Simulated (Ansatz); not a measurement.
System: BF$_{3}$H$_{4}$NSi (charge +1).

The calculation's input:

```
crystal:
  periodic: [false, false, false]
  atoms:
    - {symbol: B, position_ang: [1.598779, -1.533537, 0.160755]}
    - {symbol: F, position_ang: [2.798611, -1.882811, -0.165982]}
    - {symbol: F, position_ang: [-1.579001, -1.254162, -1.878982]}
    - {symbol: F, position_ang: [0.184514, -3.183914, -1.477302]}
    - {symbol: "N", position_ang: [0.877490, -0.675971, -0.902848]}
    - {symbol: Si, position_ang: [-0.091909, -1.751429, -2.123775]}
    - {symbol: H, position_ang: [1.037129, -1.812108, 1.173539]}
    - {symbol: H, position_ang: [1.562605, -0.092811, -1.410245]}
    - {symbol: H, position_ang: [0.203626, -0.037265, -0.451598]}
    - {symbol: H, position_ang: [0.429817, -1.562785, -3.472869]}
basis:
  gaussian: {orbitals: def2-SVPD}
output: {forces: true, orbitals: {seedname: orbitals}}
hamiltonian: {xc: {name: PBE0}}
total_charge: 1
```

Run with:

```sh
ansatz run input.yaml --threads 2 --pin off --max-ram 4350MiB --events-out events.jsonl --progress --plain --runs-dir runs
```

Geometry: B3LYP-D3(BJ)/def2-SVP.

Level of theory: Ansatz 0.2.0, isolated molecule in a Gaussian basis; Kohn-Sham density functional theory, functional PBE0.

**What will maps of the electron density and electron localisation function show?**

B–N (1.54 Å): ρ at the midpoint is about 1.5 e/Å³; the ELF peaks at about 0.95 between the atoms; a polar covalent bond.
Si–F (1.60 Å): ρ is about 1.1 e/Å³ halfway; the ELF peaks at about 0.85 in the valence shell of F, 0.6 Å from its nucleus, and is about 0.45 at the midpoint.
Si–N (1.89 Å): ρ is about 0.82 e/Å³ halfway; the ELF peaks at about 0.95 between the atoms, as expected for a shared but strongly polarised pair.

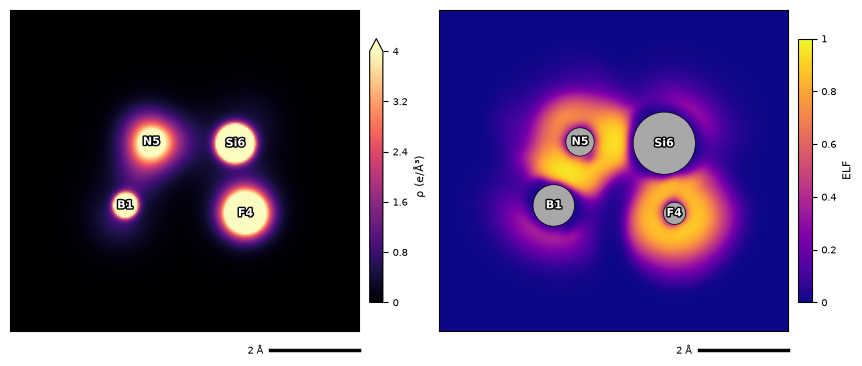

Computed electron density and electron localisation function on the plane of atoms B1, N5 and Si6, in this order. Grey discs cover the atomic cores in the ELF map. 
